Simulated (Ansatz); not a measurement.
# SiBr (doublet): correlated methods under varied settings

What do other methods and options give for SiBr (doublet) at this geometry, and how long do they take?

Computed with Ansatz 0.2.0, Gaussian basis. Level: the settings change from run to run.

10 further runs of the same task are left out: 5 that didn't finish, 5 set aside as unsound or not needed.

## (1) The geometry

The geometry is a PBE0/def2-TZVP stationary point (not a proven minimum). No spin-orbit coupling is included. The filled d shell of Br may be among the frozen orbitals whatever the setting's name suggests; the logs give the count.

2 atoms, charge 0, spin multiplicity 2.

Atoms are counted from 1 here; the program's logs count them from 0.

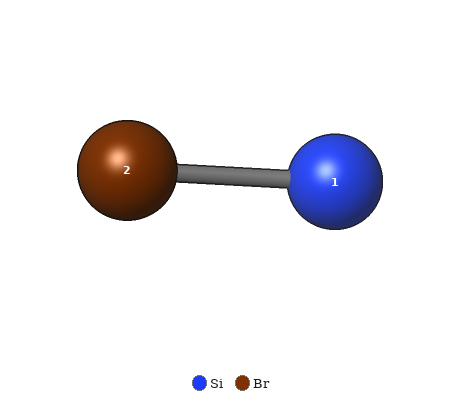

The geometry (silicon blue, bromine brown); atoms are numbered from 1 in the order of the file.

## (2) BCCD on ROHF/6-31G

The input, in.yaml:

```yaml
crystal:
  periodic: [false, false, false]
  atoms:
    - {symbol: Si, position_ang: [0.000000, 0.000000, 0.000000]}
    - {symbol: Br, position_ang: [0.000000, 0.000000, 2.231500]}
basis:
  gaussian: {orbitals: 6-31G}
magnetization: {spin_polarized: false, initial_magnetization: 1}
correlation: {method: bccd, electrons: all}
scf: {omitted_lower_state_checks: [cluster_reference]}
```

Launch:

```console
$ ansatz run in.yaml --threads 1 --pin off --events-out ev --progress --plain --max-ram 2393MiB
```

The program printed:

```text
Functional definition: HF
  name "HF"
  cite "Fock, Z. Phys. 61, 126 (1930) doi:10.1007/BF01340294"
  parent pbe
  exchange = exact_x
  correlation = 0
these checks for a lower state are left out or cut short: cluster_reference
404 factors; integrals over basis functions are off by at most 6.0e-4 eV
mean field evaluation 1: about -77849.2794 eV, gradient 8.6e0 eV
mean field evaluation 2: about -77849.2826 eV, gradient 8.7e0 eV
mean field evaluation 4: about -77849.7280 eV, gradient 1.1e0 eV
mean field evaluation 8: about -77849.7341 eV, gradient 1.2e-3 eV
mean field evaluation 16: about -77849.7341 eV, gradient 9.2e-5 eV
mean field -77849.73407335 eV, -2860.9249587505 hartree, gradient 4.2e-6 eV, S^2 0.750000; 2 other end points of the search recorded, 0 dependent functions left out
reference -77849.73407335 eV, -2860.9249587505 hartree; 25, 24 occupied and 17, 18 virtual orbitals, 404 factors
second order -6.97304912 eV of doubles, -0.01199754 eV of singles
cycle   1  -6.72252799 eV  change    2.6e-1 eV  update   7.8e-2
cycle   2  -6.93435380 eV  change   -2.1e-1 eV  update   2.7e-2
cycle   3  -6.97426158 eV  change   -4.0e-2 eV  update   1.6e-2
cycle   4  -6.95340992 eV  change    2.1e-2 eV  update   3.8e-3
cycle   5  -6.95991547 eV  change   -6.5e-3 eV  update   1.6e-3
cycle   6  -6.95862310 eV  change    1.3e-3 eV  update   6.0e-4
cycle   7  -6.95826768 eV  change    3.6e-4 eV  update   2.0e-4
cycle   8  -6.95828218 eV  change   -1.4e-5 eV  update   8.3e-5
cycle   9  -6.95832584 eV  change   -4.4e-5 eV  update   3.0e-5
Total energy: -77856.69239919 eV, -2861.1806725086 hartree
Checks for a lower state left out: cluster_reference
```

Wall time 3 s (1 thread of Arm Neoverse V1, shared host).

From the report: correlation -6.9583 eV; largest double amplitude 0.07.

## (3) MRCISD+Q(relaxed)(3,5)/def2-SVP

The input, in.yaml:

```yaml
crystal:
  periodic: [false, false, false]
  atoms:
    - {symbol: Si, position_ang: [0.000000, 0.000000, 0.000000]}
    - {symbol: Br, position_ang: [0.000000, 0.000000, 2.231500]}
basis:
  gaussian: {orbitals: def2-SVP}
magnetization: {spin_polarized: false, initial_magnetization: 1}
correlation: {method: fic_mrcisd_q_relaxed, electrons: outside_noble_gas, active_space: {window: {electrons: 3, orbitals: 5}}}
```

The command is unchanged.

The program printed, cut to the lines that bear on the results:

```text
Functional definition: HF
  name "HF"
  cite "Fock, Z. Phys. 61, 126 (1930) doi:10.1007/BF01340294"
  parent pbe
[...]
469 factors; integrals over basis functions are off by at most 1.2e-3 eV
[...]
mean field -77849.67530943 eV, -2860.9227992165 hartree, gradient 1.5e-6 eV, S^2 0.750000; 3 other end points of the search recorded, 0 dependent functions left out
reference -77849.67530943 eV, -2860.9227992165 hartree; 25, 24 occupied and 25, 26 virtual orbitals, 469 factors
state -77850.59001173 eV, -2860.9564139058 hartree
contracted CI cycle   1: correlation 0.00000000 eV, 0.0000000000 hartree, residual 1.67e1 eV
contracted CI cycle   2: correlation -4.31191277 eV, -0.1584598716 hartree, residual 2.38e0 eV
contracted CI cycle   3: correlation -4.44043896 eV, -0.1631831219 hartree, residual 8.73e-1 eV
contracted CI cycle   4: correlation -4.45896316 eV, -0.1638638738 hartree, residual 3.30e-1 eV
contracted CI cycle   5: correlation -4.46200458 eV, -0.1639756439 hartree, residual 1.35e-1 eV
contracted CI cycle   6: correlation -4.46244044 eV, -0.1639916614 hartree, residual 5.23e-2 eV
contracted CI cycle   7: correlation -4.46250407 eV, -0.1639939997 hartree, residual 1.91e-2 eV
contracted CI cycle   8: correlation -4.46251435 eV, -0.1639943774 hartree, residual 8.34e-3 eV
contracted CI cycle   9: correlation -4.46251597 eV, -0.1639944370 hartree, residual 2.98e-3 eV
contracted CI cycle  10: correlation -4.46251620 eV, -0.1639944455 hartree, residual 1.13e-3 eV
state -77850.59001173 eV, -2860.9564139058 hartree; corrected -77855.43840878 eV, -2861.1345892112 hartree
Total energy: -77855.43840878 eV, -2861.1345892112 hartree
```

Wall time 5.5 s (1 thread of Arm Neoverse V1, shared host).

From the report: 26 determinants; active occupations 1.93, 0.99, 0.05, 0.02, 0.01.

## (4) MP2 on ROHF/cc-pVDZ

The input, in.yaml:

```yaml
crystal:
  periodic: [false, false, false]
  atoms:
    - {symbol: Si, position_ang: [0.000000, 0.000000, 0.000000]}
    - {symbol: Br, position_ang: [0.000000, 0.000000, 2.231500]}
basis:
  gaussian: {orbitals: cc-pVDZ}
magnetization: {spin_polarized: false, initial_magnetization: 1}
correlation: {method: mp2, electrons: all}
```

The command is unchanged.

The program printed:

```text
Functional definition: HF
  name "HF"
  cite "Fock, Z. Phys. 61, 126 (1930) doi:10.1007/BF01340294"
  parent pbe
  exchange = exact_x
  correlation = 0
500 factors; integrals over basis functions are off by at most 1.0e-3 eV
mean field evaluation 1: about -77859.5534 eV, gradient 9.2e0 eV
mean field evaluation 2: about -77859.5557 eV, gradient 9.2e0 eV
mean field evaluation 4: about -77860.0211 eV, gradient 9.5e-1 eV
mean field evaluation 8: about -77860.0294 eV, gradient 5.7e-4 eV
mean field evaluation 16: about -77860.0294 eV, gradient 2.0e-4 eV
mean field -77860.02942134 eV, -2861.3033058109 hartree, gradient 1.6e-6 eV, S^2 0.750000; 2 other end points of the search recorded, 0 dependent functions left out
mean field evaluation 32: about -77860.1486 eV, gradient 3.1e-4 eV
reference -77860.02942134 eV, -2861.3033058109 hartree; 25, 24 occupied and 20, 21 virtual orbitals, 500 factors
second order -5.50368570 eV of doubles, -0.06604595 eV of singles
Total energy: -77865.59915299 eV, -2861.5079896736 hartree
```

Run time: 1.3 s. Hardware: 1 thread of Arm Neoverse V1, shared host.

## (5) CCSD(T) on ROHF/def2-mTZVP

in.yaml: that of step 4 with these lines changed.

```diff
@@ -6,4 +6,5 @@
 basis:
-  gaussian: {orbitals: cc-pVDZ}
+  gaussian: {orbitals: def2-mTZVP}
 magnetization: {spin_polarized: false, initial_magnetization: 1}
-correlation: {method: mp2, electrons: all}
+correlation: {method: ccsd_t, electrons: outside_noble_gas}
+output: {forces: true}
```

The command is unchanged.

The program printed, cut to the lines that bear on the results:

```text
Functional definition: HF
  name "HF"
  cite "Fock, Z. Phys. 61, 126 (1930) doi:10.1007/BF01340294"
  parent pbe
[...]
500 factors; integrals over basis functions are off by at most 1.1e-3 eV
[...]
mean field -77860.76682074 eV, -2861.3304047390 hartree, gradient 2.7e-6 eV, S^2 0.750000; 2 other end points of the search recorded, 0 dependent functions left out
[...]
19 core orbitals not correlated: weight in the atoms' cores, before any rotation towards them, 1.000 or more for the frozen orbitals, at most 0.000 for the correlated occupied ones
reference -77860.76682074 eV, -2861.3304047390 hartree; 6, 5 occupied and 33, 34 virtual orbitals, 500 factors
second order -5.01404825 eV of doubles, -0.04957804 eV of singles
cycle   1  -5.49093943 eV  change   -4.3e-1 eV  update   6.8e-2
[...]
cycle  12  -5.69719699 eV  change    3.0e-7 eV  update   7.1e-7
perturbative correction -0.17880937 eV, -0.0065711232 hartree
[...]
Total energy: -77866.64282710 eV, -2861.5463439898 hartree
Atom 0 at     0.000000     0.000000     0.000000 Å, force     0.000000    -0.000000    -0.402182 eV/Å
Atom 1 at     0.000000     0.000000     2.231500 Å, force     0.000000     0.000000     0.402182 eV/Å
Dipole moment:    -0.000000     0.000000    -0.242011 e Å
```

Run time: 5.5 s. Hardware: 1 thread of Arm Neoverse V1, shared host.

From the report: correlation -5.8760 eV; T1 0.018; largest double amplitude 0.07.

## (6) CCSD(T) on ROHF/cc-pVDZ

The input, in.yaml:

```yaml
crystal:
  periodic: [false, false, false]
  atoms:
    - {symbol: Si, position_ang: [0.000000, 0.000000, 0.000000]}
    - {symbol: Br, position_ang: [0.000000, 0.000000, 2.231500]}
basis:
  gaussian: {orbitals: cc-pVDZ}
magnetization: {spin_polarized: false, initial_magnetization: 1}
correlation: {method: ccsd_t, electrons: all}
```

The command is unchanged.

The program printed, cut to the lines that bear on the results:

```text
Functional definition: HF
  name "HF"
  cite "Fock, Z. Phys. 61, 126 (1930) doi:10.1007/BF01340294"
  parent pbe
[...]
500 factors; integrals over basis functions are off by at most 1.0e-3 eV
[...]
mean field -77860.02942134 eV, -2861.3033058109 hartree, gradient 1.6e-6 eV, S^2 0.750000; 2 other end points of the search recorded, 0 dependent functions left out
[...]
reference -77860.02942134 eV, -2861.3033058109 hartree; 25, 24 occupied and 20, 21 virtual orbitals, 500 factors
second order -5.50368570 eV of doubles, -0.06604595 eV of singles
cycle   1  -5.94237363 eV  change   -3.7e-1 eV  update   7.4e-2
[...]
cycle   8  -6.17209806 eV  change   -5.0e-5 eV  update   5.2e-5
perturbative correction -0.17703697 eV, -0.0065059888 hartree
Total energy: -77866.37855637 eV, -2861.5366322197 hartree
```

Wall time 4.8 s (1 thread of Arm Neoverse V1, shared host).

From the report: correlation -6.3491 eV; T1 0.010; largest double amplitude 0.07.

## (7) CASSCF(11,7)/cc-pVDZ

The input, in.yaml:

```yaml
crystal:
  periodic: [false, false, false]
  atoms:
    - {symbol: Si, position_ang: [0.000000, 0.000000, 0.000000]}
    - {symbol: Br, position_ang: [0.000000, 0.000000, 2.231500]}
basis:
  gaussian: {orbitals: cc-pVDZ, fitting: {mean_field: def2-universal-jkfit}}
magnetization: {spin_polarized: false, initial_magnetization: 1}
hamiltonian: {pseudopotentials: {relativity: none}}
correlation: {active_space: {window: {electrons: 11, orbitals: 7}, states: [{multiplicity: 2, weights: [0.5, 1, 0.5]}], root: 0}}
output: {forces: true}
```

Launched as before.

The program printed, cut to the lines that bear on the results:

```text
Functional definition: HF
  name "HF"
  cite "Fock, Z. Phys. 61, 126 (1930) doi:10.1007/BF01340294"
  parent pbe
[...]
394 factors; integrals over basis functions are off by at most 1.8e-2 eV
[...]
mean field -77860.02810147 eV, -2861.3032573065 hartree, gradient 8.0e-7 eV, S^2 0.750000; 2 other end points of the search recorded, 0 dependent functions left out
reference -77860.02810147 eV, -2861.3032573065 hartree; 25, 24 occupied and 20, 21 virtual orbitals, 394 factors
state -77860.34459443 eV, -2861.3148882081 hartree
state -77860.34283966 eV, -2861.3148237217 hartree
state -77855.57579441 eV, -2861.1396380398 hartree
an earlier search ended where averaged states of different weights were degenerate, so these states were given the mean of their weights and the orbitals were optimised with it; in the result, neighbours among these states lie up to 1.8e-3 eV apart
[...]
Total energy: -77860.34459443 eV, -2861.3148882081 hartree
Atom 0 at     0.000000     0.000000     0.000000 Å, force    -0.000000     0.000000    -0.568704 eV/Å
Atom 1 at     0.000000     0.000000     2.231500 Å, force     0.000000    -0.000000     0.568704 eV/Å
Dipole moment:     0.000000     0.000000    -0.276986 e Å
```

It took 4.1 s on 1 thread of Arm Neoverse V1, shared host.

From the report: 147 determinants; active occupations (of the averaged states) 2.00, 2.00, 2.00, 1.99, 1.73, 0.64, 0.64.

## (8) CCSD on UHF/cc-pVDZ

The input, in.yaml:

```yaml
crystal:
  periodic: [false, false, false]
  atoms:
    - {symbol: Si, position_ang: [0.000000, 0.000000, 0.000000]}
    - {symbol: Br, position_ang: [0.000000, 0.000000, 2.231500]}
basis:
  gaussian: {orbitals: cc-pVDZ}
magnetization: {spin_polarized: true, initial_magnetization: 1}
correlation: {method: ccsd, electrons: valence}
```

Same command.

The program printed, cut to the lines that bear on the results:

```text
Functional definition: HF
  name "HF"
  cite "Fock, Z. Phys. 61, 126 (1930) doi:10.1007/BF01340294"
  parent pbe
[...]
500 factors; integrals over basis functions are off by at most 1.0e-3 eV
[...]
mean field -77860.14861103 eV, -2861.3076859512 hartree, gradient 8.4e-7 eV, S^2 0.768179; 4 other end points of the search recorded, 0 dependent functions left out
14 core orbitals not correlated: weight in the atoms' cores, before any rotation towards them, 1.000 or more for the frozen orbitals, at most 0.000 for the correlated occupied ones
reference -77860.14861103 eV, -2861.3076859512 hartree; 11, 10 occupied and 20, 21 virtual orbitals, 500 factors
second order -5.05915914 eV of doubles, -0.00000000 eV of singles
cycle   1  -5.46886431 eV  change   -4.1e-1 eV  update   7.5e-2
[...]
cycle   9  -5.71767719 eV  change   -3.1e-6 eV  update   2.1e-5
Total energy: -77865.86628822 eV, -2861.5178067123 hartree
```

Run time: 2.1 s. Hardware: 1 thread of Arm Neoverse V1, shared host.

From the report: ⟨S²⟩ of the determinant 0.768 (pure doublet: 0.75); correlation -5.7177 eV; T1 0.014; largest double amplitude 0.07.

## (9) CCSD on UHF/6-31G*

in.yaml: that of step 8 with these lines changed.

```diff
@@ -6,4 +6,6 @@
 basis:
-  gaussian: {orbitals: cc-pVDZ}
+  gaussian: {orbitals: "6-31G*"}
 magnetization: {spin_polarized: true, initial_magnetization: 1}
 correlation: {method: ccsd, electrons: valence}
+scf: {lower_state_search: full}
+output: {forces: true}
```

The command is unchanged.

The program printed, cut to the lines that bear on the results:

```text
Functional definition: HF
  name "HF"
  cite "Fock, Z. Phys. 61, 126 (1930) doi:10.1007/BF01340294"
  parent pbe
[...]
496 factors; integrals over basis functions are off by at most 1.3e-3 eV
[...]
mean field -77852.03493007 eV, -2861.0095136753 hartree, gradient 1.8e-6 eV, S^2 0.763982; 8 other end points of the search recorded, 0 dependent functions left out
14 core orbitals not correlated: weight in the atoms' cores, before any rotation towards them, 1.000 or more for the frozen orbitals, at most 0.000 for the correlated occupied ones
reference -77852.03493007 eV, -2861.0095136753 hartree; 11, 10 occupied and 29, 30 virtual orbitals, 496 factors
second order -8.59729092 eV of doubles, -0.00000000 eV of singles
cycle   1  -8.66112939 eV  change   -6.4e-2 eV  update   7.4e-2
[...]
cycle  13  -8.94525513 eV  change   -9.4e-7 eV  update   4.1e-7
[...]
Total energy: -77860.98018519 eV, -2861.3382457379 hartree
Atom 0 at     0.000000     0.000000     0.000000 Å, force    -0.000000    -0.000000    -0.268736 eV/Å
Atom 1 at     0.000000     0.000000     2.231500 Å, force     0.000000     0.000000     0.268736 eV/Å
Dipole moment:    -0.000000     0.000000    -0.261590 e Å
```

It took 8.5 s on 1 thread of Arm Neoverse V1, shared host.

From the report: ⟨S²⟩ of the determinant 0.764 (pure doublet: 0.75); correlation -8.9453 eV; T1 0.013; largest double amplitude 0.07.

## (10) CCSD(T) on UHF/cc-pVDZ

The input, in.yaml:

```yaml
crystal:
  periodic: [false, false, false]
  atoms:
    - {symbol: Si, position_ang: [0.000000, 0.000000, 0.000000]}
    - {symbol: Br, position_ang: [0.000000, 0.000000, 2.231500]}
basis:
  gaussian: {orbitals: cc-pVDZ, point_charges: [{charge: 1.00, position_ang: [3.587, -0.336, -0.312]}]}
magnetization: {spin_polarized: true, initial_magnetization: 1}
correlation: {method: ccsd_t, electrons: all}
output: {forces: true}
```

Same command.

The program printed, cut to the lines that bear on the results:

```text
Functional definition: HF
  name "HF"
  cite "Fock, Z. Phys. 61, 126 (1930) doi:10.1007/BF01340294"
  parent pbe
[...]
500 factors; integrals over basis functions are off by at most 1.0e-3 eV
[...]
mean field -77860.42279069 eV, -2861.3177618679 hartree, gradient 2.1e-6 eV, S^2 0.766929; 7 other end points of the search recorded, 0 dependent functions left out
determinant -77860.42279069 eV, -2861.3177618679 hartree, with singles and doubles -77866.49632037 eV, -2861.5409599669 hartree
determinant -77860.00829840 eV, -2861.3025295571 hartree, with singles and doubles -77866.11385859 eV, -2861.5269047555 hartree
determinant -77860.42279069 eV, -2861.3177618679 hartree, with singles and doubles -77866.49606122 eV, -2861.5409504430 hartree
determinant -77860.00829840 eV, -2861.3025295571 hartree, with singles and doubles -77866.11474523 eV, -2861.5269373389 hartree
reference -77860.42279069 eV, -2861.3177618679 hartree; 25, 24 occupied and 20, 21 virtual orbitals, 500 factors
second order -5.46334566 eV of doubles, -0.00000000 eV of singles
cycle   1  -6.07326978 eV  change    7.5e-7 eV  update   1.1e-6
[...]
cycle   4  -6.07326884 eV  change   -1.6e-7 eV  update   1.5e-7
perturbative correction -0.18447073 eV, -0.0067791743 hartree
[...]
Total energy: -77866.68053026 eV, -2861.5477295554 hartree
Atom 0 at     0.000000     0.000000     0.000000 Å, force     0.298807    -0.027990    -0.172994 eV/Å
Atom 1 at     0.000000     0.000000     2.231500 Å, force     0.016879    -0.001581     0.135035 eV/Å
Dipole moment:    -0.278446     0.026083     0.008906 e Å
```

Wall time 54 s (1 thread of Arm Neoverse V1, shared host); peak memory 0.33 GiB.

From the report: ⟨S²⟩ of the determinant 0.767 (pure doublet: 0.75); correlation -6.2577 eV; T1 0.010; largest double amplitude 0.06.

## (11) All runs side by side

| level | correlated | functions | energy (eV) | time |
| --- | --- | --- | --- | --- |
| BCCD on ROHF/6-31G | all | 42 | -77856.6924 | 3 s |
| MRCISD+Q(relaxed)(3,5)/def2-SVP | outside noble gas | 50 | -77855.4384 | 5.5 s |
| MP2 on ROHF/cc-pVDZ | all | 45 | -77865.5992 | 1.3 s |
| CCSD(T) on ROHF/def2-mTZVP | outside noble gas | 58 | -77866.6428 | 5.5 s |
| CCSD(T) on ROHF/cc-pVDZ | all | 45 | -77866.3786 | 4.8 s |
| CASSCF(11,7)/cc-pVDZ (lowest root of an average) |  | 45 | -77860.3446 | 4.1 s |
| CCSD on UHF/cc-pVDZ | valence | 45 | -77865.8663 | 2.1 s |
| CCSD on UHF/6-31G* | valence | 54 | -77860.9802 | 8.5 s |
| CCSD(T) on UHF/cc-pVDZ (beside a point charge) | all | 45 | -77866.6805 | 54 s |

## (12) Outcome

```
quantity                                                 value
    runs                                                     9
quickest                            MP2 on ROHF/cc-pVDZ, 1.3 s
 slowest  CCSD(T) on UHF/cc-pVDZ (beside a point charge), 54 s
```

Total energies in different bases, with other cores or another treatment of relativity can't be set against each other. CCSD(T) on UHF/cc-pVDZ (beside a point charge) took 42 times as long as MP2 on ROHF/cc-pVDZ; the jobs differ in more than the method.
